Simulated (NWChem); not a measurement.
# AlNH4O2 (SMILES [NH2][Al]([OH])[OH]) at 6 levels

We compute a comparison of 6 runs (HF/6-311+G**, M06-2X/6-311+G**, B3LYP/6-31G*, B3LYP/6-311+G**, PBE0/6-311+G**, SVWN5/6-311+G**) of AlNH4O2. 

The results are computed with NWChem 7.3.0.

1 further run of the same task is left out (set aside as unsound or not needed).

## Step 1: The structure to begin with

AlNH4O2: 8 atoms, total charge 0, spin state singlet. As SMILES, `[NH2][Al]([OH])[OH]`. The coordinates come from a PBE0-D4/def2-TZVP relaxation. This is one conformer, not always the lowest.

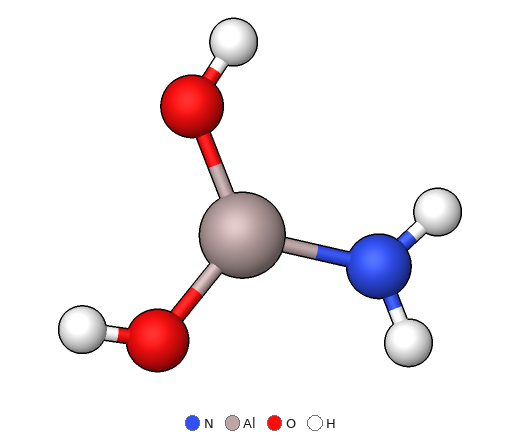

Viewed from a chosen angle; nitrogen blue, aluminium light grey, oxygen red, hydrogen white.

## Step 2: Energy and gradient at HF/6-311+G(d,p) (run 1)

Contents of run.py:

```python
from ase import Atoms
from ase.calculators.nwchem import NWChem

system = Atoms(['N', 'Al', 'O', 'O', 'H', 'H', 'H', 'H'], positions=[
    [-0.453400, 1.370900, 0.159000],
    [0.021900, -0.314300, -0.015200],
    [1.569400, -0.806100, -0.500900],
    [-1.140100, -1.496100, 0.324200],
    [0.132800, 2.170000, -0.009000],
    [-1.372600, 1.662000, 0.447700],
    [2.287000, -0.213800, -0.712700],
    [-0.952800, -2.429800, 0.251200],
])

calc = NWChem(
    label='alh4no2',
    theory='scf',
    memory='2200 mb',
    basis='6-311+G**',
    basispar='spherical bse',
    scf={'nopen': '0', 'rhf': None, 'thresh': '1e-08', 'maxiter': '80'},
)
system.calc = calc

forces = system.get_forces()
print("Total energy (eV):", round(system.get_potential_energy(), 6))
print("forces (eV/A):")
for s, f in zip(system.symbols, forces):
    print(f"{s:2s} {f[0]:10.5f} {f[1]:10.5f} {f[2]:10.5f}")
print("dipole (e A):", system.get_dipole_moment().round(4))
```

Command:

```console
$ export ASE_NWCHEM_COMMAND="nwchem PREFIX.nwi > PREFIX.nwo"
$ python run.py
```

The log of the run:

```text
Total energy (eV): -12208.450197
forces (eV/A):
N    -0.08202    0.55227    0.03450
Al   -0.17370   -0.00566    0.05348
O     0.75534    0.79930   -0.22009
O     0.34011   -1.09195   -0.12269
H    -0.32859   -0.33933    0.09595
H     0.46547   -0.11544   -0.14578
H    -0.65327   -0.72865    0.18970
H    -0.32334    0.92951    0.11493
dipole (e A): [ 0.249   0.3088 -0.0717]
```

The calculator wrote alh4no2.nwi:

```
title "alh4no2"

permanent_dir alh4no2

scratch_dir alh4no2

start alh4no2

geometry units angstrom nocenter noautosym noautoz
  N  -4.5340000000000003e-01 1.3709000000000000e+00 1.5900000000000000e-01
  Al 2.1899999999999999e-02 -3.1430000000000002e-01 -1.5200000000000000e-02
  O  1.5693999999999999e+00 -8.0610000000000004e-01 -5.0090000000000001e-01
  O  -1.1400999999999999e+00 -1.4961000000000000e+00 3.2419999999999999e-01
  H  1.3280000000000000e-01 2.1699999999999999e+00 -8.9999999999999993e-03
  H  -1.3726000000000000e+00 1.6619999999999999e+00 4.4769999999999999e-01
  H  2.2869999999999999e+00 -2.1379999999999999e-01 -7.1270000000000000e-01
  H  -9.5279999999999998e-01 -2.4298000000000002e+00 2.5119999999999998e-01
end

memory 2200 mb

basis spherical bse noprint
   * library 6-311+G**
end

scf
  nopen 0
  rhf
  thresh 1e-08
  maxiter 80
end

task scf gradient
```

alh4no2.nwo (excerpt; [...] marks lines left out):

```text
[...]
      One-electron energy =   -944.161231708040
[... 1 line left out ...]
 Nuclear repulsion energy =    161.698713263513
[... 38 lines left out ...]
                       ROHF Final Molecular Orbital Analysis
[... 323 lines left out ...]
     1   1 0 0      0.470532      0.000000      1.208858
[...]
  wavefunction    =   RHF
                         RHF ENERGY GRADIENTS
    atom               coordinates                        gradient
                 x          y          z           x          y          z
   1 N      -0.856802   2.590625   0.300466    0.001595  -0.010740  -0.000671
   2 Al      0.041385  -0.593941  -0.028724    0.003378   0.000110  -0.001040
   3 O       2.965736  -1.523308  -0.946564   -0.014689  -0.015544   0.004280
[... 4 lines of this table left out ...]
   8 H      -1.800531  -4.591656   0.474699    0.006288  -0.018076  -0.002235
[...]
```

It took 29 s on 1 thread of INTEL XEON PLATINUM 8581C at 2.10GHz (Emerald Rapids), shared host; peak memory 0.1 GiB.

## Step 3: Energy and forces at M06-2X/6-311+G(d,p) (run 2)

Contents of run.py:

```python
from ase import Atoms
from ase.calculators.nwchem import NWChem

molecule = Atoms(['N', 'Al', 'O', 'O', 'H', 'H', 'H', 'H'], positions=[
    [-0.453400, 1.370900, 0.159000],
    [0.021900, -0.314300, -0.015200],
    [1.569400, -0.806100, -0.500900],
    [-1.140100, -1.496100, 0.324200],
    [0.132800, 2.170000, -0.009000],
    [-1.372600, 1.662000, 0.447700],
    [2.287000, -0.213800, -0.712700],
    [-0.952800, -2.429800, 0.251200],
])

calc = NWChem(
    label='work',
    theory='dft',
    memory='2200 mb',
    basis='6-311+G**',
    basispar='spherical bse',
    dft={'xc': 'm06-2x', 'mult': '1', 'grid': 'fine', 'convergence': 'energy 1e-08', 'iterations': '100', 'mulliken': None, 'print': 'low'},
)
molecule.calc = calc

forces = molecule.get_forces()
print(f"energy = {molecule.get_potential_energy():.6f} eV")
print("forces (eV/A):")
for s, f in zip(molecule.symbols, forces):
    print(f"{s:2s} {f[0]:10.5f} {f[1]:10.5f} {f[2]:10.5f}")
```

Command:

```console
$ export ASE_NWCHEM_COMMAND="nwchem PREFIX.nwi > PREFIX.nwo"
$ python run.py
```

The log of the run:

```text
energy = -12249.741881 eV
forces (eV/A):
N     0.03594   -0.01342   -0.01121
Al   -0.13663    0.20456    0.04551
O     0.23027    0.00478   -0.07101
O    -0.11220   -0.21412    0.03116
H     0.05245    0.10727   -0.01445
H    -0.09487    0.02731    0.02962
H     0.09698   -0.05101   -0.03075
H    -0.07189   -0.06546    0.02113
```

The calculator wrote work.nwi:

```
title "work"

permanent_dir work

scratch_dir work

start work

geometry units angstrom nocenter noautosym noautoz
  N  -4.5340000000000003e-01 1.3709000000000000e+00 1.5900000000000000e-01
  Al 2.1899999999999999e-02 -3.1430000000000002e-01 -1.5200000000000000e-02
  O  1.5693999999999999e+00 -8.0610000000000004e-01 -5.0090000000000001e-01
  O  -1.1400999999999999e+00 -1.4961000000000000e+00 3.2419999999999999e-01
  H  1.3280000000000000e-01 2.1699999999999999e+00 -8.9999999999999993e-03
  H  -1.3726000000000000e+00 1.6619999999999999e+00 4.4769999999999999e-01
  H  2.2869999999999999e+00 -2.1379999999999999e-01 -7.1270000000000000e-01
  H  -9.5279999999999998e-01 -2.4298000000000002e+00 2.5119999999999998e-01
end

memory 2200 mb

basis spherical bse noprint
   * library 6-311+G**
end

dft
  xc m06-2x
  mult 1
  grid fine
  convergence energy 1e-08
  iterations 100
  mulliken
  print low
end

task dft gradient
```

work.nwo (excerpt; [...] marks lines left out):

```text
[...]
         Total DFT energy =     -450.169714609790
      One electron energy =     -944.293402133505
           Coulomb energy =      376.781522185462
    Exchange-Corr. energy =      -44.356547925261
 Nuclear repulsion energy =      161.698713263513
[... 17 lines left out ...]
     -------------------------------------------
      Total Density - Lowdin Population Analysis
[...]
                         DFT ENERGY GRADIENTS
    atom               coordinates                        gradient
                 x          y          z           x          y          z
   1 N      -0.856802   2.590625   0.300466   -0.000699   0.000261   0.000218
   2 Al      0.041385  -0.593941  -0.028724    0.002657  -0.003978  -0.000885
   3 O       2.965736  -1.523308  -0.946564   -0.004478  -0.000093   0.001381
[... 4 lines of this table left out ...]
   8 H      -1.800531  -4.591656   0.474699    0.001398   0.001273  -0.000411
 Task  times  cpu:       33.1s     wall:       33.1s
 Total times  cpu:       33.1s     wall:       33.1s
```

It took 34 s on 1 thread of INTEL XEON PLATINUM 8581C at 2.10GHz (Emerald Rapids), shared host; peak memory 0.13 GiB.

Runs 3 to 4 aren't shown in full; the table further down has their settings and results.

## Step 4: Energy and gradient at PBE0/6-311+G(d,p) (run 5)

Contents of work.nw:

```
start work
title "AlH4NO2 gradient"
memory stack 880 mb heap 220 mb global 1100 mb

geometry units angstroms noautosym nocenter noautoz
   N     -0.453400     1.370900     0.159000
   Al     0.021900    -0.314300    -0.015200
   O      1.569400    -0.806100    -0.500900
   O     -1.140100    -1.496100     0.324200
   H      0.132800     2.170000    -0.009000
   H     -1.372600     1.662000     0.447700
   H      2.287000    -0.213800    -0.712700
   H     -0.952800    -2.429800     0.251200
end

basis spherical bse
   N library 6-311+G**
   Al library 6-311+G**
   O library 6-311+G**
   H library 6-311+G**
end

dft
   xc pbe0
   grid fine
   convergence energy 1e-08
   maxiter 100
   mulliken
end

task dft gradient
```

Command:

```console
$ nwchem work.nw > work.out
```

The log of the run:

```text
[...]
          Wavefunction type:  closed shell.
          No. of atoms     :     8
          No. of electrons :    40
[...]
          Charge           :     0
          Spin multiplicity:     1
[...]
          AO basis - number of functions:   120
[...]
              XC Information
              --------------
                         PBE0 Method XC Functional
                     Hartree-Fock (Exact) Exchange  0.250
          PerdewBurkeErnzerhof Exchange Functional  0.750
            Perdew 1991 LDA Correlation Functional  1.000 local
           PerdewBurkeErnz. Correlation Functional  1.000 non-local
[...]
 d= 0,ls=0.0,diis     1   -449.7912031879 -6.11D+02  1.30D-02  1.42D+00     5.5
[...]
 d= 0,ls=0.0,diis    10   -449.9223442522 -2.05D-09  9.50D-08  1.27D-10    25.7
         Total DFT energy =     -449.922344252219
      One electron energy =     -944.314898595249
           Coulomb energy =      376.794000062611
    Exchange-Corr. energy =      -44.100158983095
 Nuclear repulsion energy =      161.698713263514
[...]
      Total Density - Mulliken Population Analysis
     ---------------------------------------------
    Atom       Charge   Shell Charges
 -----------   ------   -------------------------------------------------------
    1 N    7     7.95   1.10  0.90  0.79  0.83  1.82  0.71  1.57 -0.03  0.26  0.01
    2 Al  13    12.03   0.79  1.18  0.97  1.02  0.58  0.07  2.13  3.78  0.65  0.26  0.02 -0.12  0.32  0.37
    3 O    8     8.54   1.08  0.91  0.97  0.98  2.08  0.85  1.70 -0.18  0.14  0.01
    4 O    8     8.56   1.08  0.91  0.97  0.98  2.08  0.86  1.70 -0.16  0.13  0.01
    5 H    1     0.73   0.27  0.40  0.01  0.05
    6 H    1     0.73   0.27  0.39  0.02  0.05
    7 H    1     0.74   0.27  0.35  0.06  0.07
    8 H    1     0.73   0.27  0.34  0.05  0.07
[...]
  wavefunction    = closed shell
                         DFT ENERGY GRADIENTS
    atom               coordinates                        gradient
                 x          y          z           x          y          z
   1 N      -0.856802   2.590625   0.300466    0.000264  -0.002595  -0.000125
   2 Al      0.041385  -0.593941  -0.028724    0.002350  -0.004422  -0.000797
   3 O       2.965736  -1.523308  -0.946564   -0.007934   0.000290   0.002454
   4 O      -2.154477  -2.827219   0.612649    0.004059   0.007206  -0.001136
   5 H       0.250956   4.100705  -0.017008   -0.000687  -0.001542   0.000187
   6 H      -2.593838   3.140725   0.846030    0.001352  -0.000468  -0.000423
   7 H       4.321803  -0.404023  -1.346808   -0.000898   0.001534   0.000302
   8 H      -1.800531  -4.591656   0.474699    0.001494  -0.000002  -0.000461
[...]
```

Wall time 33 s (1 thread of INTEL XEON PLATINUM 8581C at 2.10GHz (Emerald Rapids), shared host); peak memory 0.13 GiB.

## Step 5: Energy and gradient at SVWN5/6-311+G(d,p) (run 6)

Contents of work.nw:

```
start work
title "AlH4NO2"
memory stack 880 mb heap 220 mb global 1100 mb

geometry units bohr noautosym nocenter noautoz
  N   -0.85680182   2.59062554   0.30046645
  Al   0.04138500  -0.59394092  -0.02872384
  O    2.96573618  -1.52330823  -0.94656382
  O   -2.15447675  -2.82721926   0.61264921
  H    0.25095563   4.10070569  -0.01700754
  H   -2.59383808   3.14072482   0.84603039
  H    4.32180365  -0.40402345  -1.34680781
  H   -1.80053105  -4.59165654   0.47469920
end

basis spherical bse
  * library 6-311+G**
end

dft
  xc slater vwn_5
  grid fine
  convergence energy 1e-08
  maxiter 100
  mulliken
end

task dft gradient
```

Command:

```console
$ nwchem work.nw > work.out
```

The log of the run:

```text
[...]
          Wavefunction type:  closed shell.
          No. of atoms     :     8
          No. of electrons :    40
[...]
          Charge           :     0
          Spin multiplicity:     1
[...]
          AO basis - number of functions:   120
[...]
              XC Information
              --------------
                        Slater Exchange Functional  1.000 local
                      VWN V Correlation Functional  1.000 local
[...]
 d= 0,ls=0.0,diis     1   -447.5178656935 -6.09D+02  1.92D-02  3.78D+00     2.0
[...]
 d= 0,ls=0.0,diis    11   -447.6864604139 -4.24D-09  3.88D-07  7.68D-09    16.3
         Total DFT energy =     -447.686460413859
      One electron energy =     -944.008827660804
           Coulomb energy =      376.344867888019
    Exchange-Corr. energy =      -41.721202286255
 Nuclear repulsion energy =      161.698701645181
[...]
      Total Density - Mulliken Population Analysis
     ---------------------------------------------
    Atom       Charge   Shell Charges
 -----------   ------   -------------------------------------------------------
    1 N    7     7.95   1.08  0.91  0.83  0.83  1.77  0.69  1.55 -0.01  0.29  0.01
    2 Al  13    12.10   0.78  1.19  0.95  1.04  0.64  0.03  2.14  3.75  0.72  0.29  0.02 -0.12  0.31  0.37
    3 O    8     8.52   1.07  0.92  1.00  0.97  2.03  0.84  1.67 -0.16  0.18  0.01
    4 O    8     8.54   1.07  0.92  1.00  0.97  2.03  0.84  1.68 -0.14  0.16  0.01
    5 H    1     0.72   0.26  0.39  0.02  0.04
    6 H    1     0.72   0.26  0.38  0.03  0.04
    7 H    1     0.73   0.26  0.34  0.06  0.07
    8 H    1     0.72   0.26  0.34  0.05  0.07
[...]
  wavefunction    = closed shell
                         DFT ENERGY GRADIENTS
    atom               coordinates                        gradient
                 x          y          z           x          y          z
   1 N      -0.856802   2.590626   0.300466   -0.002711   0.008460   0.000974
   2 Al      0.041385  -0.593941  -0.028724    0.002213  -0.004678  -0.000759
   3 O       2.965736  -1.523308  -0.946564    0.003934   0.007827  -0.001085
   4 O      -2.154477  -2.827219   0.612649    0.005029  -0.007344  -0.001672
   5 H       0.250956   4.100706  -0.017008   -0.006841  -0.008262   0.001978
   6 H      -2.593838   3.140725   0.846030    0.010222  -0.002215  -0.003192
   7 H       4.321804  -0.404023  -1.346808   -0.010794  -0.006432   0.003226
   8 H      -1.800531  -4.591657   0.474699   -0.001052   0.012644   0.000530
[...]
```

Wall time 23 s (1 thread of INTEL XEON PLATINUM 8581C at 2.10GHz (Emerald Rapids), shared host); peak memory 0.12 GiB.

## Step 6: Overview of the runs

| run | level | iteration cap | module | energy (Eh) | dipole moment (D) | HOMO energy (eV) | LUMO energy (eV) | wall time |
| --- | --- | --- | --- | --- | --- | --- | --- | --- |
| 1 | HF/6-311+G** | 80 | scf | -448.652273 | 1.94 | -10.96 | 1.18 | 29 s |
| 2 | M06-2X/6-311+G** | 100 | dft | -450.169715 | – | – | – | 34 s |
| 3 | B3LYP/6-31G* (spherical functions) | 100 | dft | -450.161012 | 1.80 | -6.64 | -0.12 | 26 s |
| 4 | B3LYP/6-311+G** | 100 | dft | -450.293000 | 1.82 | -7.22 | -0.99 | 38 s |
| 5 | PBE0/6-311+G** | 100 | dft | -449.922344 | 1.82 | -7.47 | -0.70 | 33 s |
| 6 | SVWN5/6-311+G** | 100 | dft | -447.686460 | 1.82 | -6.21 | -1.52 | 23 s |

## Step 7: Outcome

| quantity | value |
| --- | --- |
| run 6: total energy | -447.68646 Eh |
| run 6: dipole moment | 1.82 D |
| run 6: HOMO energy | -6.21 eV |
| run 6: LUMO energy | -1.52 eV |
| run 6: HOMO–LUMO gap | 4.68 eV |
| run 6: largest force on an atom | 0.667 eV/Å |

What this shows: Over runs 1, 3, 4, 5, 6 the dipole moment (its size) runs from 1.80 D (B3LYP/6-31G*) to 1.94 D (HF/6-311+G**). The two ends differ in method and basis. Over runs 1, 3, 4, 5, 6 the HOMO–LUMO gap runs from 4.68 eV (SVWN5/6-311+G**) to 12.13 eV (HF/6-311+G**). Exact exchange widens orbital gaps. Totals of different functionals can't be ranked against each other. All runs together took 3.1 min, the longest 38 s.
